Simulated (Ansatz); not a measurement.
**SiN$_{2}$H$_{8}$O: nudged elastic band (part 2 of 2)**

The same run, continued: SiN$_{2}$H$_{8}$O; RKS PBE/6-31G* (Ansatz 0.2.0). The run did not end well. One setting was made poor on purpose. It belongs to a series of runs on one base structure; here: band between the two ends.

Geometry of the input (Å):
```
Si 0.3753  -0.0040  -0.0642
H  0.5024  -0.1699  1.4166
N  2.0093  0.0008  -0.6693
H  2.6768  -0.7047  -0.3569
H  2.1960  0.2725  -1.6349
H  -0.2300  1.2784  -0.5249
N  -0.8065  -1.2436  -0.5296
H  -0.5983  -2.2093  -0.2607
H  -1.1182  -1.2326  -1.5050
O  -2.8853  0.0548  1.0710
H  -2.3111  -0.5090  0.4899
H  -2.6847  -0.2926  1.9618
```

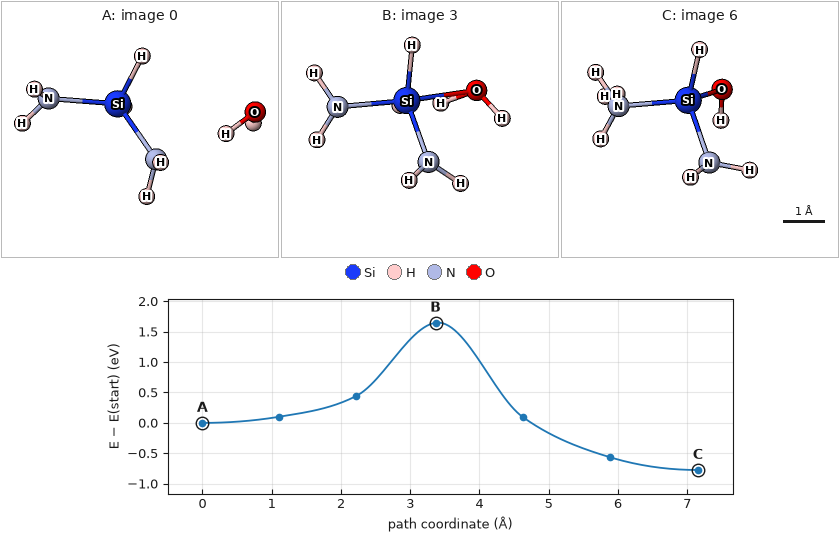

**Figure 1.** Images of the last band (counted from 0; ball-and-stick, seen at a tilt) above the energy along the path; the line is a cubic interpolation that uses the forces. The highest image is number 3, 1.647 eV above the start and 2.422 eV above the end (the climbing image); the end lies 0.774 eV below the start. The path is 7.15 Å long. The band had not converged after 60 iterations.

```
Unfinished report: {"positions_ang":[[-0.21572918435812466,0.024178561962256265,-0.17288699976849464],[0.14714841766223388,-0.1336588817457818,1.5999906890417646],[1.4632502180303948,-0.06289094300670568,-0.6643319514895705],[2.032602225766543,-0.8700369677910542,-0.4054523762343115],[2.0143345227802443,0.7966972277774435,-0.6364245210554613],[-0.4574790290693444,1.4096931135421877,-0.6978075491885696],[-0.7715968175814345,-1.5005102871212166,-0.7928756591509342],[-1.506250877773222,-2.0701002888251097,-0.3816498039430248],[-0.3617840989350793,-1.9225410212508678,-1.623760917158885],[-1.8527720374160987,0.195081973716615,0.8895729969298813],[-2.49351723318508,-0.5144275618623999,0.6684585842382101],[-0.8725061059210322,-0.11068593539536853,1.6107685077793956]],"unchecked":["starts","cluster_reference","orbital_swaps","neighbouring_geometries","increment"],"mean_field":{"relativity":"none","state":{"energy":{"ev":-13023.486898773752,"hartree":-478.6043158934585},"converged":true,"gradient_ev":0.000010206662925470917,"stability":{"kind":"minimum","curvature_ev":91.75601231003685},"curvature_floor_ev":0.00030000000000000003,"spin_squared":0.0},"others":[],"fillings":{"estimated":0,"unestimated":0,"tried":0,"untried":0,"excluded_magnetic_sites":0},"n_dropped_functions":0,"n_trapped_functions":0,"passes":{"evaluations":4,"products":26},"factors":{"origin":"density fitting in generated functions","count":1069,"bound_ev":null},"gradient_stop_ev":0.00009,"reference_kind":"stationary","functional":{"name":"PBE","citations":["Perdew, Burke & Ernzerhof, Phys. Rev. Lett. 77, 3865 (1996) doi:10.1103/PhysRevLett.77.3865"],"text":"name \"PBE\"\ncite \"Perdew, Burke & Ernzerhof, Phys. Rev. Lett. 77, 3865 (1996) doi:10.1103/PhysRevLett.77.3865\"\nparent pbe\nparameter kappa = 0.804\nparameter beta = 0.06672455060314922\nexchange = pbe_x(kappa = kappa, mu = beta*pi^2/3)\ncorrelation = pbe_c(beta = beta)\n","parameters":{"beta":{"value":0.06672455060314922,"default":0.06672455060314922},"kappa":{"value":0.804,"default":0.804}},"final_grid":{"core_spheres":13.0,"valence_spheres":11.0,"degree":36.0},"final_grid_parameter_source":"default","radial_points_factor":1.0,"radial_grid_error_ev":3.125828648923977e-7,"grid_sensitivity":"normal","grid_sensitivity_ratio":0.001870803151768979},"unsmoothed_excess_ev":-0.000030648877454167934,"symmetry":{"irreps":["A"],"axes":[[0.9998824992957962,-0.005769502849401239,-0.014202127969525018],[0.005787355470717569,0.9999825134602638,0.0012162608061934126],[0.014194862403262995,-0.0012983106576924513,0.9998984049746196]],"occupied":[{"A":22},{"A":22}]},"density_repulsion":{"missed_ev":0.00022169863146504368,"excess_ev":0.00022169863146504368,"most_excess_ev":0.0005719999999999999,"are_drawn_again":false,"n_first_factors":1069,"energy_change_ev":0.0,"n_dropped_ends":0},"direct_passes":"host"},"factors":{"origin":"density fitting in generated functions","count":1069,"bound_ev":null},"n_frozen":0,"n_occupied":[22,22],"n_virtual":[58,58],"reference":{"ev":-13023.486898773752,"hartree":-478.6043158934585},"total":{"ev":-13023.486898773752,"hartree":-478.6043158934585},"forces_ev_per_angstrom":[[0.05794881819447904,-0.01749017334591021,0.0252264369444847],[0.04391691525884564,-0.017224227395155455,-0.177811548283093],[0.04078134879910647,-0.04614622188434717,-0.08028093844358865],[0.048889915625778414,0.019891327593509922,0.0987440777429753],[0.007962409350251507,-0.008040302036317665,-0.03610119590148241],[-0.019370955048787938,-0.03610585657546924,0.027742945774135375],[-0.06340641219552923,0.06819748127868817,-0.0843136596540301],[-0.05230335654954771,0.023226495493759106,-0.10374182869694068],[0.14989297790517364,-0.01727996857291548,0.10628823167586676],[-0.06857475794159848,0.012368120208291063,0.1172407290312507],[-0.013601903936231013,0.0006264904245238524,0.16829196061386026],[-0.1321349994614183,0.017976834809036463,-0.061285210794423416]],"charge_distribution":{"dipole_moment_e_ang":[0.012854436802073406,-0.49477937395543203,-0.04050530116454804],"mulliken_charges_e":[0.6909626657449639,-0.17363412109521303,-0.800846154163084,0.31191965256052656,0.3180388469454567,-0.06713881362539964,-0.8270531189917119,0.30545399658425243,0.33112910947191354,-0.6922158439258563,0.3831076968324395,0.22027608366175866],"lowdin_charges_e":[0.2708456384294493,-0.1119179515759281,-0.5169139038408304,0.23065548853187745,0.2356062732897517,-0.07807524198727545,-0.5117512822145853,0.22377515998811537,0.2409146496631951,-0.5271822132758626,0.2915021469068554,0.2525412360852384]},"n_threads":1,"memory_gib":1.7045454550534487,"seconds":{"hamiltonian":2.746770492,"orbitals":0.0,"second_order":0.0,"solver_start":0.0,"cycles":0.0,"cycle":0.0,"perturbative":0.0,"full_ci_increment":0.0,"forces":0.0}}
this run last wrote the band of iteration 60 to [file]
Error: NEB band did not converge after 60 iterations: max|band force component| = 1.99e-1 eV/Å (threshold 5.0e-2); raise `neb.max_iterations` in a new run, which can start from the last band evaluated (`neb.initial_path`, with `crystal.atoms` and `neb.final_atoms` set to its first and last images), add images, or start from endpoints closer to local minima. Where this run's directory can be resumed (`checkpoint.write`), a resume goes on for up to `neb.max_iterations` more; to start a new run from the last band, take its images' positions from the `neb_iteration` event of iteration 60 (`data.images[].positions_ang`), in the event stream of the run that computed that iteration (not this run's, if it was resumed behind it). With `checkpoint.write`, `steps/00-neb/state/checkpoint.json` in the run directory holds the last saved band, under `neb.evaluated.images[].positions_ang` (a band under a hybrid functional on support functions is neither saved nor resumed: `neb.initial_path` says where its path is): check the last entry of `neb.iterations` there, which is earlier than 60 if that iteration was not saved or its write failed. If the band's step has no `state` directory and holds `state.next`, a write was cut short, and the file is under `state.next` instead (behind a loss of power it can be under `state.prev`)
this run wrote the band of iteration 60 to [file] as well, whether or not its events were kept: a new run's `neb.initial_path` can list its `images[].positions_ang`
a run's events are kept only if it was started with --events-out <file>, and are in that file
```

The last band as extended XYZ (Å, eV, eV/Å)
```
12
Properties=species:S:1:pos:R:3:forces:R:3 image=0 energy=-13025.13420
Si    0.3753   -0.0040   -0.0642    0.0027  -0.0048   0.0051
H     0.5024   -0.1699    1.4166   -0.0033   0.0014  -0.0041
N     2.0093    0.0008   -0.6693    0.0011   0.0000   0.0010
H     2.6768   -0.7047   -0.3569    0.0015   0.0015   0.0000
H     2.1960    0.2725   -1.6349   -0.0012  -0.0018   0.0002
H    -0.2300    1.2784   -0.5249    0.0000   0.0013  -0.0010
N    -0.8065   -1.2436   -0.5296   -0.0018   0.0027  -0.0040
H    -0.5983   -2.2093   -0.2607    0.0024   0.0008   0.0003
H    -1.1182   -1.2326   -1.5050   -0.0020  -0.0003   0.0017
O    -2.8853    0.0548    1.0710    0.0018  -0.0022   0.0012
H    -2.3111   -0.5090    0.4899   -0.0009   0.0005  -0.0033
H    -2.6847   -0.2926    1.9618   -0.0003   0.0009   0.0028
12
Properties=species:S:1:pos:R:3:forces:R:3 image=1 energy=-13025.03403
Si    0.2297   -0.0384   -0.0561    0.0308  -0.0145  -0.0050
H     0.2258   -0.2246    1.4330   -0.0013  -0.0350  -0.0138
N     1.8628   -0.0415   -0.6290    0.0338  -0.0147   0.0023
H     2.5029   -0.8228   -0.5097    0.0734   0.0143   0.0056
H     2.1933    0.6434   -1.3021    0.0253  -0.0011  -0.0828
H    -0.3065    1.2745   -0.5179    0.0275  -0.0151   0.0010
N    -0.8569   -1.3280   -0.6059   -0.0171   0.0126   0.0040
H    -0.8166   -2.2192   -0.1064    0.0847  -0.0104   0.0064
H    -0.8956   -1.5114   -1.6116   -0.0301   0.0249  -0.0147
O    -2.6214    0.1428    1.1081   -0.0942   0.0024   0.0327
H    -2.3499   -0.4540    0.3645   -0.0171   0.0298   0.0042
H    -2.0419   -0.1800    1.8266   -0.1158   0.0068   0.0599
12
Properties=species:S:1:pos:R:3:forces:R:3 image=2 energy=-13024.69124
Si    0.0744   -0.0182   -0.0990    0.1837  -0.0288   0.0140
H     0.1750   -0.1710    1.4194    0.0492  -0.0306  -0.1828
N     1.6544   -0.0866   -0.8221    0.1267  -0.0448  -0.1481
H     2.2522   -0.8669   -0.5474    0.1444   0.0063  -0.0194
H     2.1782    0.7901   -0.7982    0.0988  -0.0203  -0.0986
H    -0.4025    1.3319   -0.5316    0.0174  -0.0595   0.0762
N    -0.8278   -1.4027   -0.7055   -0.0921   0.0969  -0.0377
H    -1.1893   -2.1472   -0.1125    0.1849  -0.0313   0.1224
H    -0.5636   -1.7703   -1.6208    0.0135   0.0591   0.0122
O    -2.2642    0.2157    1.1176   -0.2548   0.0473   0.2211
H    -2.4355   -0.4769    0.4429   -0.0353   0.0310  -0.0341
H    -1.5257   -0.1570    1.6510   -0.4363  -0.0253   0.0748
12
Properties=species:S:1:pos:R:3:forces:R:3 image=3 energy=-13023.48687
Si   -0.2157    0.0242   -0.1729    0.0579  -0.0175   0.0252
H     0.1471   -0.1337    1.6000    0.0439  -0.0172  -0.1778
N     1.4632   -0.0629   -0.6643    0.0408  -0.0461  -0.0803
H     2.0326   -0.8700   -0.4055    0.0489   0.0199   0.0987
H     2.0143    0.7967   -0.6364    0.0080  -0.0080  -0.0361
H    -0.4575    1.4097   -0.6978   -0.0194  -0.0361   0.0277
N    -0.7716   -1.5005   -0.7929   -0.0634   0.0682  -0.0843
H    -1.5063   -2.0701   -0.3816   -0.0523   0.0232  -0.1037
H    -0.3618   -1.9225   -1.6238    0.1499  -0.0173   0.1063
O    -1.8528    0.1951    0.8896   -0.0686   0.0124   0.1172
H    -2.4935   -0.5144    0.6685   -0.0136   0.0006   0.1683
H    -0.8725   -0.1107    1.6108   -0.1321   0.0180  -0.0613
12
Properties=species:S:1:pos:R:3:forces:R:3 image=4 energy=-13025.03609
Si   -0.4139    0.0338   -0.4778   -0.1693   0.0243  -0.2443
H     0.2226   -0.0596    2.2674    0.1260  -0.0648   0.4221
N     1.3200   -0.0183   -0.4124   -0.1350   0.0175   0.1184
H     1.8696   -0.8540   -0.2101   -0.1521   0.0296   0.1958
H     1.8987    0.8205   -0.4703   -0.1181   0.0102   0.0690
H    -0.5434    1.3759   -1.1225   -0.0886  -0.0325  -0.3651
N    -0.7768   -1.5650   -1.0302   -0.0826  -0.0077  -0.2272
H    -1.5013   -2.1323   -0.5969   -0.0805  -0.0221  -0.2183
H    -0.3377   -2.0171   -1.8253    0.1201  -0.0912  -0.0349
O    -1.7122    0.2043    0.6374    0.1142   0.0949  -0.1607
H    -2.3806   -0.5000    0.5254    0.1351   0.0417   0.1298
H    -0.5191   -0.0474    2.1089    0.3310   0.0002   0.3153
12
Properties=species:S:1:pos:R:3:forces:R:3 image=5 energy=-13025.69752
Si   -0.4698   -0.0204   -0.6515   -0.0279  -0.0096  -0.0656
H     0.2404    0.1242    2.3109    0.0701  -0.0076   0.0690
N     1.2145   -0.0344   -0.2616   -0.0404   0.0003   0.0093
H     1.7103   -0.8604    0.0685   -0.0684   0.0194   0.1003
H     1.7867    0.8076   -0.2495   -0.0498   0.0063   0.0331
H    -0.5977    1.2349   -1.4566   -0.0343  -0.0540  -0.1379
N    -0.7358   -1.6432   -1.2127   -0.0102  -0.0201  -0.0487
H    -1.6764   -2.0329   -1.2002   -0.0660   0.0351  -0.1900
H    -0.1734   -2.0490   -1.9581    0.0541  -0.0271   0.0011
O    -1.7437    0.2054    0.4272   -0.0076   0.0308  -0.0598
H    -2.0788   -0.6300    0.8053    0.1411   0.0205   0.1598
H    -0.3507    0.1391    2.7718    0.0391   0.0061   0.1294
12
Properties=species:S:1:pos:R:3:forces:R:3 image=6 energy=-13025.90844
Si   -0.5291   -0.1035   -0.8025    0.0041  -0.0032  -0.0036
H     0.1385    0.3151    2.5289   -0.0020  -0.0005   0.0075
N     1.0994   -0.1081   -0.2066    0.0057  -0.0011  -0.0044
H     1.4235   -0.8649    0.3961   -0.0014   0.0013   0.0033
H     1.5407    0.7765    0.0440   -0.0010   0.0015   0.0004
H    -0.6196    1.0965   -1.6928   -0.0016  -0.0001  -0.0009
N    -0.7281   -1.7103   -1.4402   -0.0016  -0.0016   0.0003
H    -1.6446   -1.9808   -1.7981   -0.0003   0.0013  -0.0017
H     0.0121   -2.0729   -2.0425    0.0007  -0.0005   0.0013
O    -1.8157    0.1587    0.2489   -0.0054   0.0054   0.0070
H    -1.9429   -0.5773    0.8791    0.0024  -0.0016  -0.0019
H     0.1914    0.3118    3.2793    0.0005  -0.0010  -0.0072
```

Outcome

- outcome: not converged
- barrier, forward (band not converged): 1.647 eV
- barrier, backward: 2.422 eV
- hardware: 1 thread of Arm Neoverse V2, 24 GiB of memory available, shared host
- wall time: 13 min
- peak memory: 0.13 GiB

Diagnosis

The run did not converge: “NEB band did not converge after 60 iterations: max|band force component| = 1.99e-1 eV/Å (threshold 5.0e-2); raise `neb.max_iterations` in a new run, which can start from the last band evaluated (`neb.initial_path`, with `crystal.atoms` and `neb.final_atoms` set to its first and last images), add images, or start from endpoints closer to local minima …” Its last values are not results. A deliberately poor setting: step length.
